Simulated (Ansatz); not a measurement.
A series of calculations on SiPNH$_{6}$

**1. Relaxation**

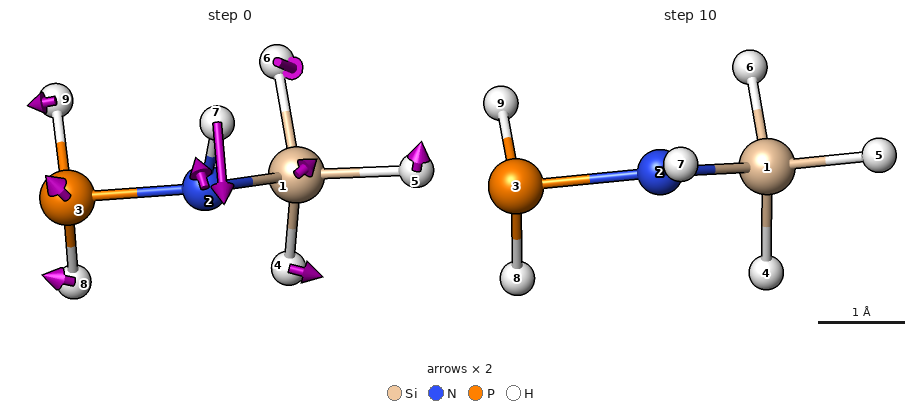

The structure of SiPNH$_{6}$ before (left) and after (right) a relaxation, at one scale. The purple arrows give the displacements, 2 times their true length.

Style: ball-and-stick. Shown from a free direction.

The run prepares an end point of a later path (torsion) calculation, from a guessed geometry.

Method: Ansatz 0.2.0, RKS PBE-D4/def2-TZVP. (no spin polarisation; force threshold 0.015 eV/Å; at most 40 steps)

**Describe what moved and what it gained.**

After 10 geometry steps the energy has fallen by 14.5 kcal/mol. Largest force component: 3.3 eV/Å at the start, 0.01 eV/Å at the end. The forces were under the threshold at step 6, but the run went on from there. The largest move after the best rigid fit is that of H7, 0.52 Å. Largest moves by element: H 0.52 Å, P 0.22 Å, N 0.21 Å, Si 0.18 Å. Among the contacts that change: Si1–N2 1.630 → 1.739 Å, P3–H8 1.353 → 1.438 Å, Si1–H4 1.430 → 1.497 Å, Si1–H6 1.531 → 1.498 Å. Bond angles that change, for instance: Si1–N2–P3 114.5° → 126.6°, Si1–N2–H7 110.3° → 119.7°, H8–P3–H9 99.5° → 91.5°. The run took 24 s on 2 threads of AMD EPYC 7R43 64-Core Processor (Zen 3), with other jobs on the host, peak memory 0.17 GiB.

**2. Relaxation**

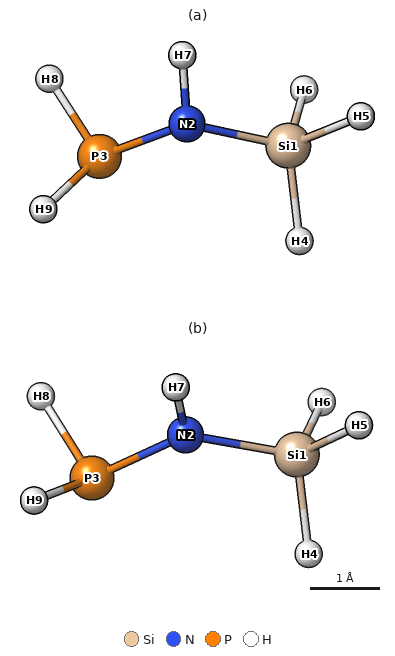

The structure of SiPNH6 before (top) and after (bottom) a relaxation, at one scale.

Style: ball-and-stick. Shown at a tilt.

The run prepares an end point of a later path (torsion) calculation, from a guessed geometry.

These are results of Ansatz 0.2.0, RKS PBE-D4/def2-TZVP, not measurements. Set-up: no spin polarisation; force threshold 0.015 eV/Å; at most 40 steps.

Question: Describe what moved and what it gained.

Answer: The atom that moves furthest after the best rigid fit is H7 (0.43 Å). Largest moves by element: H 0.43 Å, P 0.17 Å, Si 0.17 Å, N 0.15 Å. Some distances before and after: Si1–N2 1.630 → 1.743 Å, P3–H8 1.353 → 1.438 Å, Si1–H4 1.430 → 1.493 Å, Si1–H6 1.531 → 1.499 Å. Bond angles that change, for instance: Si1–N2–H7 110.3° → 118.1°, Si1–N2–P3 114.5° → 122.0°, H8–P3–H9 99.5° → 92.1°. After 7 accepted moves (8 points after the start) the energy has fallen by 14.8 kcal/mol. The largest force component goes from 3.9 to 0.014 eV/Å. The line search rejected the trial step at point 3 of the run.

**3. Path**

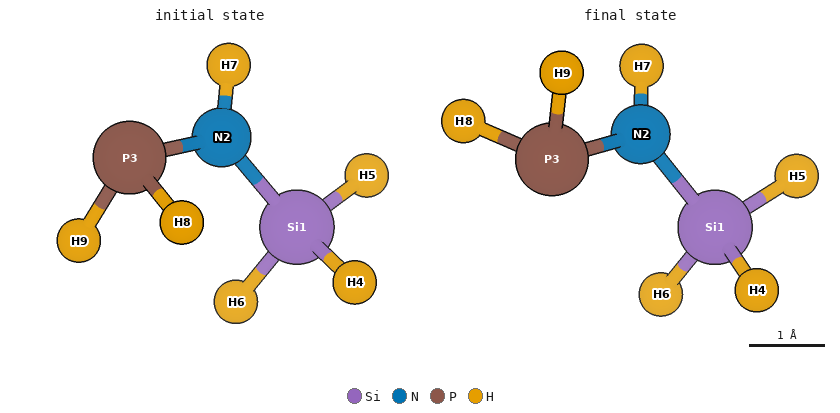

The two relaxed end points of a path for SiPNH$_{6}$. Style: ball-and-stick. Shown from a free direction.

Method: RKS PBE-D4/def2-TZVP in Ansatz.

Set-up: 9 movable images; climbing image; force threshold 0.05 eV/Å; iteration limit 60.

Start:
```xyz
9

Si   -0.4541    0.6665   -0.8576
N     0.8748   -0.0858   -0.0261
P     0.7755   -1.0884    1.3689
H    -1.4233   -0.3681   -1.3394
H     0.1014    1.4287   -2.0190
H    -1.1989    1.5952    0.0515
H     1.8243    0.0757   -0.3450
H    -0.2930   -1.9639    0.9677
H    -0.1182   -0.3063    2.1818
```

End:
```xyz
9

Si   -0.5501    0.7729   -1.0288
N     0.4967   -0.0825    0.0713
P    -0.1141   -1.1861    1.2394
H    -1.5101   -0.1889   -1.6475
H     0.3315    1.3852   -2.0700
H    -1.3445    1.8659   -0.3795
H     1.4702    0.2071    0.1289
H     0.3981   -0.6286    2.4626
H     0.9108   -2.1914    1.2064
```

Q: Predict the minimum-energy path and its barrier.

A: The highest point, image 5, lies 25.9 kJ/mol above the start and 21.3 kJ/mol above the end; the end is at +4.6 kJ/mol relative to the start. The motion is a rotation about the N2–P3 bond by about 185°. No bond forms or breaks between the ends. Bond angles that change up to the highest image, for instance: N2–Si1–H6 111.0° → 114.6°, Si1–N2–H7 119.7° → 116.4°. The band converged in 13 iterations, with a climbing image at the top. At the top, the vibrational analysis gives one imaginary mode (272i cm⁻¹), as a transition state must have.

Energies of the converged images:

```
image  path (Å)  E (kJ/mol)
    0      0.00         0.0
    1      0.67         1.0
    2      1.34         5.6
    3      2.02        13.4
    4      2.69        21.3
    5      3.36        25.9
    6      3.95        16.9
    7      4.54         7.8
    8      5.13         4.7
    9      5.72         4.7
   10      6.31         4.6
```

The geometry at the top of the path:

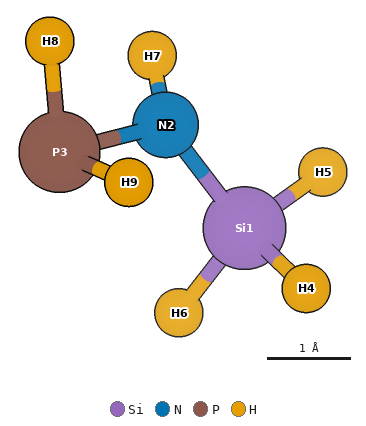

The run took 3.8 min on 2 threads of AMD EPYC 7R43 64-Core Processor (Zen 3), with other jobs on the host, peak memory 0.19 GiB.
